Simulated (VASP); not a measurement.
Band structure of Zr (space group P6_3/mmc). These are LDA (Ceperley-Alder, Perdew-Zunger), VASP's LDA PAW potentials (set 64) (plane waves; VASP) values and carry that method's errors.

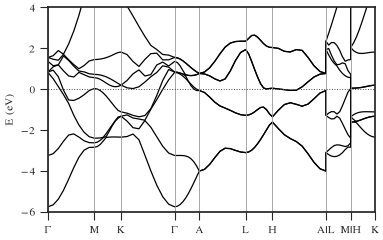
*Bands along high-symmetry lines, zero at the valence-band maximum or, without a gap, the Fermi level*

Q: Read the plot: is there a gap, and where are the band edges?

A: It has no gap at this level: it comes out as a metal or semimetal. (Edges off the drawn lines would not show.)

The structure comes from a computed database's Zr entry (P6_3/mmc); how it stands against other phases isn't given here. It was relaxed first, which changed the volume by -7 %.
